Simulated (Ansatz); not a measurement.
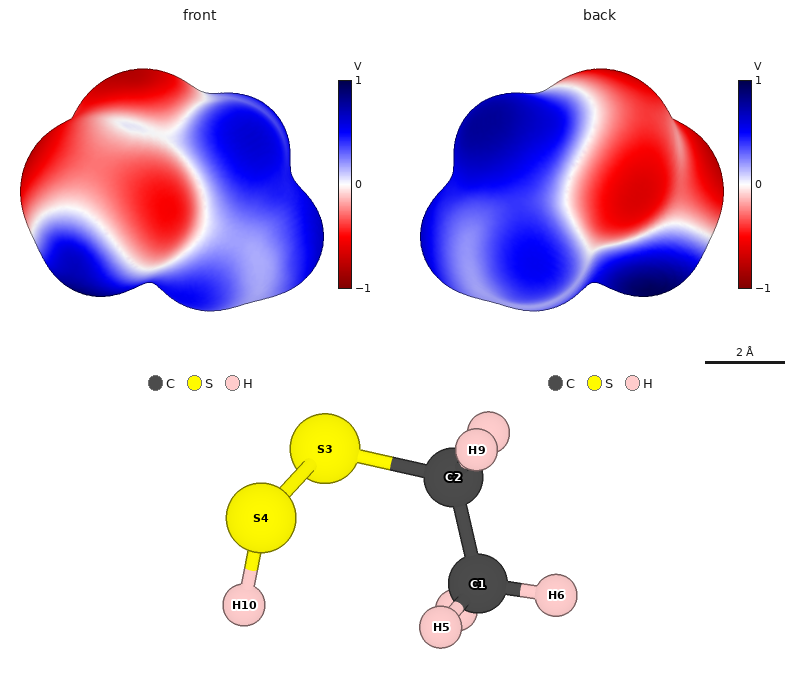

C2H6S2 (SMILES CCSS). The molecular electrostatic potential painted on the density surface at 0.001 e/bohr³, seen from the front and from behind; red is negative and blue positive. The bare structure is drawn below in the same view.

Geometry: B3LYP-D3(BJ)/def2-SVP.

The calculation used isolated molecule in a Gaussian basis; Kohn-Sham density functional theory, functional PBE0 (Ansatz 0.2.0).

```yaml
atoms:
  - { symbol: C, position_ang: [0.3060, -0.2201, -0.6288] }
  - { symbol: C, position_ang: [0.6274, 1.0790, -1.3493] }
  - { symbol: S, position_ang: [-0.3264, 1.3470, -2.8985] }
  - { symbol: S, position_ang: [-2.2817, 1.5757, -2.1918] }
  - { symbol: H, position_ang: [-0.7483, -0.2343, -0.3111] }
  - { symbol: H, position_ang: [0.9296, -0.3269, 0.2741] }
  - { symbol: H, position_ang: [0.4830, -1.0905, -1.2793] }
  - { symbol: H, position_ang: [1.6735, 1.1000, -1.7004] }
  - { symbol: H, position_ang: [0.4801, 1.9548, -0.6990] }
  - { symbol: H, position_ang: [-2.6676, 0.2734, -2.2241] }
```

Question: Where is the surface potential most negative and most positive?

Answer: The most negative region (about −0.7 V) lies over S3 and S4, the most positive (about +0.9 V) over H10.

Question: How polar is the molecule by this calculation?

Answer: Its dipole moment is 1.96 D.
